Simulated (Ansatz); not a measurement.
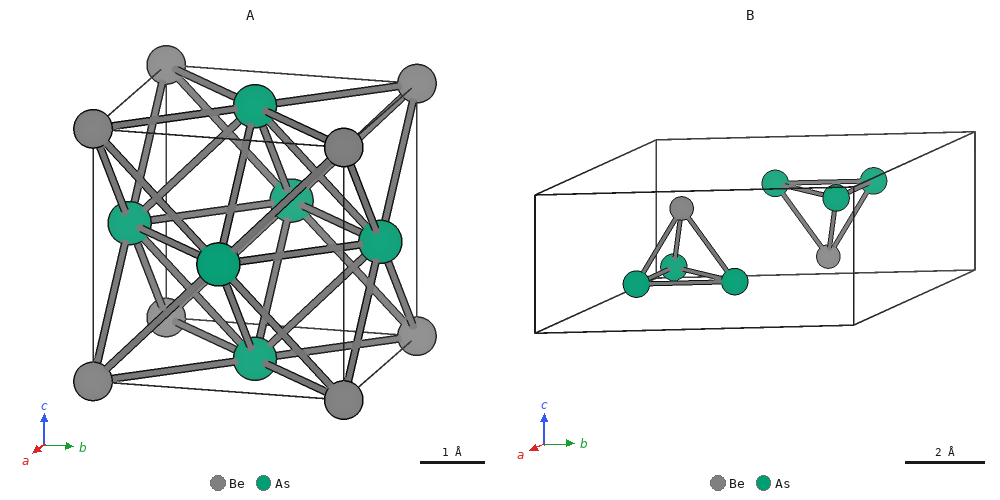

Two structures of BeAs3, each relaxed to rest (conventional cells in solid outline, small ones repeated, not to one scale). Method: DFT PBE, scalar-relativistic, plane waves, PAW (Ansatz), without spin polarisation.

### What structure does each panel show?

A: Cu₃Au (L1₂) type, Pm-3m. B: 8 atoms a cell on a primitive hexagonal lattice, P6_3/mmc.

### Compare their energies: which is lower?

B is lower, by 451 meV/atom at this level of theory (energies at zero smearing). Volumes: A 17.3, B 26.2 Å³/atom.

One or both may be structure types tried for this composition rather than known phases.
